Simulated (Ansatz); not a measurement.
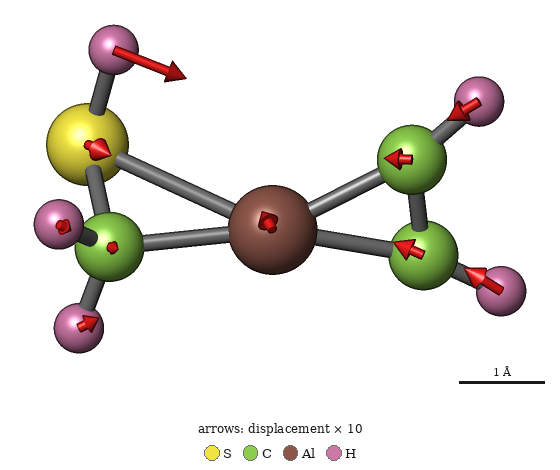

This is a relaxation of C3H5AlS. The starting structure is drawn; red arrows show the displacements, magnified 10 times. The two geometries are superimposed by the best rigid fit.

A ball-and-stick model, seen face on.

The start comes from PBE-D4/def2-SVP.

Level of theory: Ansatz, RKS PBE0-D4/def2-TZVP. (force threshold 0.005 eV/Å; at most 150 steps)

### Which element moves most?

Hydrogen: up to 0.094 Å, against 0.044 Å for sulfur.

### What did the optimiser do to the structure, and how much energy did it gain?

After 7 geometry steps the energy has fallen by 5.61 kJ/mol. Largest force component: 0.67 eV/Å at the start, 0.0029 eV/Å at the end. The largest move after the best rigid fit is that of an H atom, 0.094 Å. By element the largest moves are H 0.094 Å, S 0.044 Å, C 0.041 Å, Al 0.034 Å. Near-neighbour distances that change, for instance: Al–S 2.762 → 2.690 Å, Al–C 1.879 → 1.853 Å, C–S 1.872 → 1.846 Å, H–S 1.365 → 1.345 Å. Cost: 19 s on 4 threads of INTEL XEON PLATINUM 8581C @ 2.10GHz, on a shared host.
